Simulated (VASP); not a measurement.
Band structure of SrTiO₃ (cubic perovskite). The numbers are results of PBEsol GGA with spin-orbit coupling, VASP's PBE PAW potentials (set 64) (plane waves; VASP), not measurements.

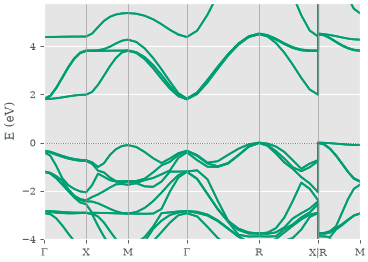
Figure: Bands along high-symmetry lines, zero at the valence-band maximum or, without a gap, the Fermi level

### Question
Read the plot: is there a gap, and where are the band edges?

### Answer
The gap is indirect, 1.80 eV, from the valence maximum at R to the conduction minimum at Γ.

Measured: gap 3.59 eV (computed value off by -1.79 eV), as given by Anna Miglio et al., npj Computational Materials (2020), arXiv:2011.12765 [zero-point renormalisation of 336 meV (experimental, the table's column) added back].

The compound is SrTiO3 in the cubic perovskite structure, the ideal cubic form; the compound distorts at low or room temperature. It was relaxed first.
